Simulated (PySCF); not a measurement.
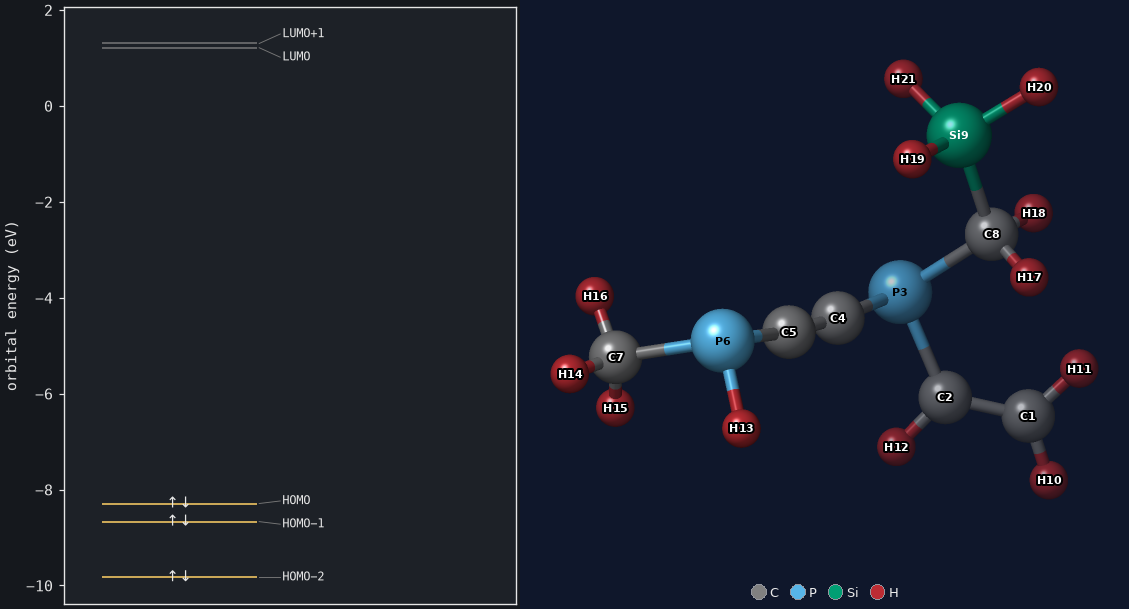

C₆H₁₂P₂Si, SMILES C=CP(C#CPC)C[SiH3]. Kohn-Sham orbital energies near the frontier, ωB97X-D/def2-SVPD with PySCF, at a PBE0-D3(BJ)/def2-SVP geometry (no frequency check), isolated molecule; empty levels in grey, levels within 0.03 eV side by side.

> Where do the frontier orbitals lie?

HOMO at −8.29 eV, LUMO at 1.21 eV, 9.50 eV apart.

> How does −ε(HOMO) compare with the ΔSCF vertical ionisation energy at this level?

−ε(HOMO) is 8.29 eV, the ΔSCF value 8.24 eV; the orbital energy is 0.05 eV too deep.

Known limits of this run: one conformer of a flexible molecule; empty levels above zero depend strongly on the basis.
